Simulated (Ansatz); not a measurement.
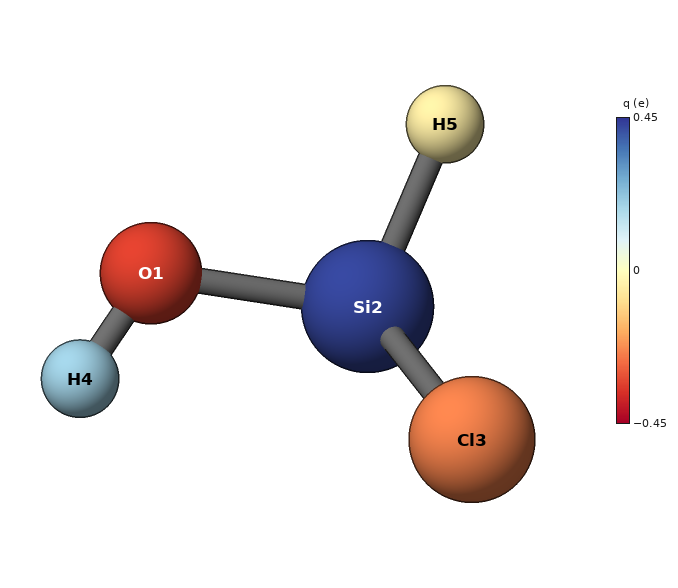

Atoms are coloured by their Mulliken charges. State: neutral, doublet. Computed geometry: PBE-D4/def2-SVP optimisation. No frequency run is at hand to confirm it as a minimum. Properties computed with UKS PBE-D4/def2-SVP (Ansatz 0.2.0).

Q: Which atom carries the highest charge (most positive or least negative)?

A: Si2 (0.43 e).

Q: And the lowest?

A: O1 (−0.33 e).

List the Mulliken charges.

```
atom  value (e)
  O1      −0.33
 Si2       0.43
 Cl3      −0.24
  H4       0.19
  H5      −0.05
```

Mulliken values depend strongly on the basis set and can even reverse the polarity of a bond.
